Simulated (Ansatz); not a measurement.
**CH₄Si (singlet): one geometry, many settings at a displaced geometry (v1)**

Aim: run CH₄Si (singlet) at one geometry under a spread of methods and options, and see what each costs and gives.

Program: Ansatz 0.2.0, Gaussian basis. Level of theory: the settings change from run to run. These are calculated values, not measurements.

19 further runs of the same task are left out: 6 that didn't finish, 13 set aside as unsound or not needed.

## (1) The geometry

The geometry is a PBE0/def2-TZVP stationary point (not a proven minimum) with its atoms shifted at random (size 0.040 Å).

6 atoms, charge 0, spin multiplicity 1.

Atoms are counted from 1 here; the program's logs count them from 0.

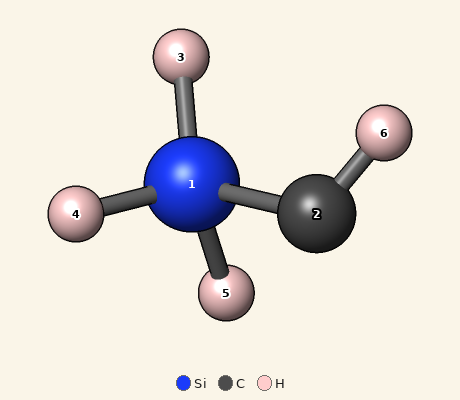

The structure; silicon blue, carbon dark grey, hydrogen pink; atoms are numbered from 1 in the order of the file.

## (2) BCCD(T) on RHF/cc-pVDZ

File in.yaml:

```yaml
crystal:
  periodic: [false, false, false]
  atoms:
    - {symbol: Si, position_ang: [0.003444, 0.034962, 0.534378]}
    - {symbol: C, position_ang: [0.002611, -0.143165, -1.337462]}
    - {symbol: H, position_ang: [0.050575, 1.395907, 1.181441]}
    - {symbol: H, position_ang: [1.163141, -0.750412, 0.911054]}
    - {symbol: H, position_ang: [-1.309929, -0.734233, 0.859565]}
    - {symbol: H, position_ang: [-0.030876, 0.820507, -1.904807]}
basis:
  gaussian: {orbitals: cc-pVDZ}
magnetization: {spin_polarized: false}
correlation: {method: bccd_t, electrons: outside_noble_gas}
accuracy: high
```

Command:

```console
> ansatz run in.yaml --threads 1 --pin off --events-out ev --progress --plain --max-ram 2393MiB
```

What it wrote (excerpt; [...] marks lines left out):

```text
Functional definition: HF
  name "HF"
  cite "Fock, Z. Phys. 61, 126 (1930) doi:10.1007/BF01340294"
  parent pbe
[...]
1201 factors; integrals over basis functions are off by at most 3.7e-9 eV
[...]
mean field -8951.75226349 eV, -328.9708279676 hartree, gradient 1.3e-8 eV, S^2 0.000000; 1 other end points of the search recorded, 0 dependent functions left out; unrestricted orbitals would lower it
determinant -8951.75226349 eV, -328.9708279676 hartree, with singles and doubles -8958.73111076 eV, -329.2272958743 hartree
determinant -8948.75070778 eV, -328.8605228300 hartree, with singles and doubles -8955.55740887 eV, -329.1106644810 hartree
6 core orbitals not correlated: weight in the atoms' cores, before any rotation towards them, 1.000 or more for the frozen orbitals, at most 0.000 for the correlated occupied ones
reference -8951.75226349 eV, -328.9708279676 hartree; 6, 6 occupied and 40, 40 virtual orbitals, 1201 factors
second order -5.66988789 eV of doubles, -0.00000000 eV of singles
cycle   1  -6.97214074 eV  change    6.7e-3 eV  update   4.1e-3
[...]
cycle  29  -6.97381424 eV  change   1.7e-10 eV  update   1.0e-9
perturbative correction -0.19653366 eV, -0.0072224788 hartree
Total energy: -8958.92261139 eV, -329.2343333928 hartree
```

It took 20 s on 1 thread of Intel Xeon at 2.50GHz, shared host.

From the report: correlation -7.1703 eV; largest double amplitude 0.11.

## (3) MP2 on RHF/6-31++G**

Changes to in.yaml since step 2:

```diff
@@ -10,5 +10,5 @@
 basis:
-  gaussian: {orbitals: cc-pVDZ}
+  gaussian: {orbitals: "6-31++G**"}
 magnetization: {spin_polarized: false}
-correlation: {method: bccd_t, electrons: outside_noble_gas}
-accuracy: high
+hamiltonian: {pseudopotentials: {relativity: none}}
+correlation: {method: mp2, electrons: outside_noble_gas}
```

Same command.

What it wrote:

```text
Functional definition: HF
  name "HF"
  cite "Fock, Z. Phys. 61, 126 (1930) doi:10.1007/BF01340294"
  parent pbe
  exchange = exact_x
  correlation = 0
587 factors; integrals over basis functions are off by at most 1.3e-3 eV
mean field evaluation 1: about -8949.9834 eV, gradient 1.5e1 eV
mean field evaluation 2: about -8949.9932 eV, gradient 1.5e1 eV
mean field evaluation 4: about -8951.3760 eV, gradient 2.2e0 eV
mean field evaluation 8: about -8951.4089 eV, gradient 2.9e-4 eV
mean field -8951.40886036 eV, -328.9582081356 hartree, gradient 8.9e-6 eV, S^2 0.000000; 0 other end points of the search recorded, 0 dependent functions left out; unrestricted orbitals would lower it
mean field evaluation 16: about -8952.0392 eV, gradient 1.6e-1 eV
6 core orbitals not correlated: weight in the atoms' cores, before any rotation towards them, 1.000 or more for the frozen orbitals, at most 0.000 for the correlated occupied ones
reference -8951.40886036 eV, -328.9582081356 hartree; 6, 6 occupied and 54, 54 virtual orbitals, 587 factors
second order -5.54763558 eV of doubles, -0.00000000 eV of singles
Total energy: -8956.95649594 eV, -329.1620799826 hartree
```

Run time: 2.9 s. Hardware: 1 thread of Intel Xeon at 2.50GHz, shared host.

## (4) CCSDT(Q)/B on RHF/STO-3G

Changes to in.yaml since step 3:

```diff
@@ -10,5 +10,4 @@
 basis:
-  gaussian: {orbitals: "6-31++G**"}
+  gaussian: {orbitals: STO-3G, fitting: {mean_field: def2-universal-jkfit}, point_charges: [{charge: -0.50, position_ang: [4.678, -0.902, 0.174]}]}
 magnetization: {spin_polarized: false}
-hamiltonian: {pseudopotentials: {relativity: none}}
-correlation: {method: mp2, electrons: outside_noble_gas}
+correlation: {method: ccsdt_q_b, electrons: outside_noble_gas, diis_vectors: 2}
```

Same command.

What it wrote (excerpt; [...] marks lines left out):

```text
Functional definition: HF
  name "HF"
  cite "Fock, Z. Phys. 61, 126 (1930) doi:10.1007/BF01340294"
  parent pbe
[...]
275 factors; integrals over basis functions are off by at most 7.5e-3 eV
[...]
mean field -8847.52057733 eV, -325.1403841520 hartree, gradient 8.3e-7 eV, S^2 0.000000; 0 other end points of the search recorded, 0 dependent functions left out; unrestricted orbitals would lower it
6 core orbitals not correlated: weight in the atoms' cores, before any rotation towards them, 1.000 or more for the frozen orbitals, at most 0.000 for the correlated occupied ones
reference -8847.52057733 eV, -325.1403841520 hartree; 6, 6 occupied and 6, 6 virtual orbitals, 275 factors
second order -2.07420194 eV of doubles, -0.00000000 eV of singles
cycle   1  -2.72553451 eV  change   -6.5e-1 eV  update   7.6e-2
[...]
cycle  34  -3.25673126 eV  change    6.7e-7 eV  update   3.3e-7
perturbative correction -0.00291560 eV, -0.0001071462 hartree
Total energy: -8850.78022419 eV, -325.2601739646 hartree
```

Wall time 2.2 s (1 thread of Intel Xeon at 2.50GHz, shared host).

From the report: correlation -3.2596 eV; T1 0.010; largest double amplitude 0.19.

## (5) CCSD on UHF/def2-SVP

Changes to in.yaml since step 4:

```diff
@@ -10,4 +10,4 @@
 basis:
-  gaussian: {orbitals: STO-3G, fitting: {mean_field: def2-universal-jkfit}, point_charges: [{charge: -0.50, position_ang: [4.678, -0.902, 0.174]}]}
-magnetization: {spin_polarized: false}
-correlation: {method: ccsdt_q_b, electrons: outside_noble_gas, diis_vectors: 2}
+  gaussian: {orbitals: def2-SVP}
+magnetization: {spin_polarized: true, initial_magnetization: 0}
+correlation: {method: ccsd, electrons: outside_noble_gas}
```

Same command.

What it wrote (excerpt; [...] marks lines left out):

```text
Functional definition: HF
  name "HF"
  cite "Fock, Z. Phys. 61, 126 (1930) doi:10.1007/BF01340294"
  parent pbe
[...]
520 factors; integrals over basis functions are off by at most 1.0e-3 eV
[...]
mean field -8949.00363150 eV, -328.8698176053 hartree, gradient 2.1e-6 eV, S^2 0.837460; 7 other end points of the search recorded, 0 dependent functions left out
determinant -8949.00363150 eV, -328.8698176053 hartree, with singles and doubles -8955.45975365 eV, -329.1070757179 hartree
determinant -8948.62062495 eV, -328.8557423739 hartree, with singles and doubles -8955.23035807 eV, -329.0986455860 hartree
determinant -8949.00363150 eV, -328.8698176053 hartree, with singles and doubles -8955.48561200 eV, -329.1080259949 hartree
determinant -8948.62062495 eV, -328.8557423739 hartree, with singles and doubles -8955.28201675 eV, -329.1005440076 hartree
determinant -8948.32963601 eV, -328.8450487277 hartree, with singles and doubles -8955.19725558 eV, -329.0974290917 hartree
6 core orbitals not correlated: weight in the atoms' cores, before any rotation towards them, 1.000 or more for the frozen orbitals, at most 0.000 for the correlated occupied ones
reference -8949.00363150 eV, -328.8698176053 hartree; 6, 6 occupied and 40, 40 virtual orbitals, 520 factors
second order -5.25152823 eV of doubles, -0.00000000 eV of singles
cycle   1  -6.48197895 eV  change    1.5e-6 eV  update   3.2e-6
WARN: the results are in doubt because among natural orbitals the method converges to other amplitudes
Total energy: -8955.48561046 eV, -329.1080259381 hartree
In doubt: among natural orbitals the method converges to other amplitudes
```

It took 32 s on 1 thread of Intel Xeon at 2.50GHz, shared host.

From the report: ⟨S²⟩ of the determinant 0.837 (pure singlet: 0.00); correlation -6.4820 eV; T1 0.019; largest double amplitude 0.15. The determinant is far from a pure spin state, so its energy mixes those of several spin states (harmless only where they are near-degenerate, as at dissociation). Mind the lines of doubt at the end of the log.

## (6) BCCD on UHF/cc-pVDZ

Changes to in.yaml since step 5:

```diff
@@ -10,4 +10,6 @@
 basis:
-  gaussian: {orbitals: def2-SVP}
+  gaussian: {orbitals: cc-pVDZ}
 magnetization: {spin_polarized: true, initial_magnetization: 0}
-correlation: {method: ccsd, electrons: outside_noble_gas}
+hamiltonian: {pseudopotentials: {relativity: scalar}}
+correlation: {method: bccd, electrons: outside_noble_gas}
+output: {forces: true}
```

Launched as before.

What it wrote (excerpt; [...] marks lines left out):

```text
Functional definition: HF
  name "HF"
  cite "Fock, Z. Phys. 61, 126 (1930) doi:10.1007/BF01340294"
  parent pbe
[...]
488 factors; integrals over basis functions are off by at most 9.5e-4 eV
[...]
mean field -8967.52098285 eV, -329.5503177156 hartree, gradient 2.6e-6 eV, S^2 0.823918; 7 other end points of the search recorded, 0 dependent functions left out
determinant -8967.52098285 eV, -329.5503177156 hartree, with singles and doubles -8974.07283380 eV, -329.7910937970 hartree
determinant -8967.11811877 eV, -329.5355127340 hartree, with singles and doubles -8973.78997761 eV, -329.7806990239 hartree
determinant -8967.52098285 eV, -329.5503177156 hartree, with singles and doubles -8974.08432998 eV, -329.7915162741 hartree
determinant -8967.11811877 eV, -329.5355127340 hartree, with singles and doubles -8973.83766318 eV, -329.7824514364 hartree
[...]
second order -5.29968197 eV of doubles, -0.00000000 eV of singles
cycle   1  -6.55664336 eV  change    6.7e-3 eV  update   3.1e-3
[...]
cycle  20  -6.55685750 eV  change    8.1e-9 eV  update   2.8e-7
WARN: the results are in doubt because among natural orbitals the method converges to other amplitudes
[...]
Total energy: -8974.07784034 eV, -329.7912777842 hartree
Relativity: scalar
Atom 0 at     0.003444     0.034962     0.534378 Å, force    -1.364813    -0.882557    -0.046285 eV/Å
Atom 1 at     0.002611    -0.143165    -1.337462 Å, force     0.036394     1.322665    -0.051973 eV/Å
Atom 2 at     0.050575     1.395907     1.181441 Å, force    -0.077638    -0.216023    -0.284014 eV/Å
Atom 3 at     1.163141    -0.750412     0.911054 Å, force     0.592007    -0.361410     0.605737 eV/Å
Atom 4 at    -1.309929    -0.734233     0.859565 Å, force     0.828157     0.617692     0.225517 eV/Å
Atom 5 at    -0.030876     0.820507    -1.904807 Å, force    -0.014107    -0.480367    -0.448983 eV/Å
Dipole moment:     0.019452     0.241798     0.070410 e Å
In doubt: among natural orbitals the method converges to other amplitudes
```

Wall time 52 s (1 thread of Intel Xeon at 2.50GHz, shared host).

From the report: ⟨S²⟩ of the determinant 0.824 (pure singlet: 0.00); correlation -6.5569 eV; largest double amplitude 0.11. The determinant is far from a pure spin state, so its energy mixes those of several spin states (harmless only where they are near-degenerate, as at dissociation). The program marks this result as in doubt; its last lines say why.

## (7) All runs side by side

Where basis and cores are those of an earlier RCCSDT(Q)/cc-pVDZ run (-8958.9747 eV), and the state is the same kind, the miss against it is given. † marks a result that the program doubts.

| level | correlated | functions | energy (eV) | from RCCSDT(Q) (meV) | time |
| --- | --- | --- | --- | --- | --- |
| BCCD(T) on RHF/cc-pVDZ | outside noble gas | 52 | -8958.9226 | 52.1 | 20 s |
| MP2 on RHF/6-31++G** | outside noble gas | 66 | -8956.9565 |  | 2.9 s |
| CCSDT(Q)/B on RHF/STO-3G (beside a point charge) | outside noble gas | 18 | -8850.7802 |  | 2.2 s |
| CCSD on UHF/def2-SVP † | outside noble gas | 52 | -8955.4856 |  | 32 s |
| BCCD on UHF/cc-pVDZ (relativity set) † | outside noble gas | 52 | -8974.0778 |  | 52 s |

## (8) Results

| quantity | value |
| --- | --- |
| runs | 5 |
| quickest | CCSDT(Q)/B on RHF/STO-3G (beside a point charge), 2.2 s |
| slowest | BCCD on UHF/cc-pVDZ (relativity set) †, 52 s |

Total energies in different bases, with other cores or another treatment of relativity can't be set against each other. BCCD on UHF/cc-pVDZ (relativity set) † took 24 times as long as CCSDT(Q)/B on RHF/STO-3G (beside a point charge); the jobs differ in more than the method.
